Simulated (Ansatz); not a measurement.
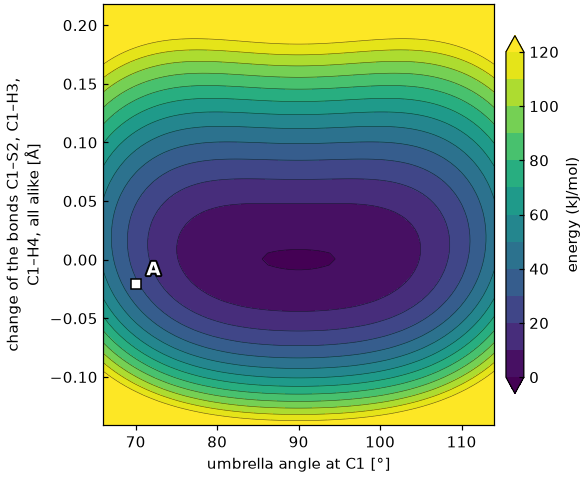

CH3S, SMILES [CH2]S, spin multiplicity 2. 
- First axis: umbrella angle at C1 (between each of its bonds and their common axis; 90 is planar). Second axis: change of the bonds C1–S2, C1–H3, C1–H4, all alike.
- Nothing is relaxed (all other coordinates rigid).
- Grid: 13 × 13 points; 102 points were computed and 67 follow by symmetry.
- Points are written as (first, second).
- Energies are in kJ/mol, from the lowest grid point.
- Method: Ansatz, UKS r2SCAN0-D4/def2-TZVP.

Drawn: filled contours, one colour for all values above the top of the scale, the point A. Between grid points the surface is interpolated.

Question: Is A at rest? If not, where is it pushed?

Answer: A, at (70°, −0.021 Å), is not a stationary point. The computed force is 4.6 kJ/mol for each degree towards larger values of the first coordinate and 360 kJ/mol for each Å towards larger values of the second coordinate.
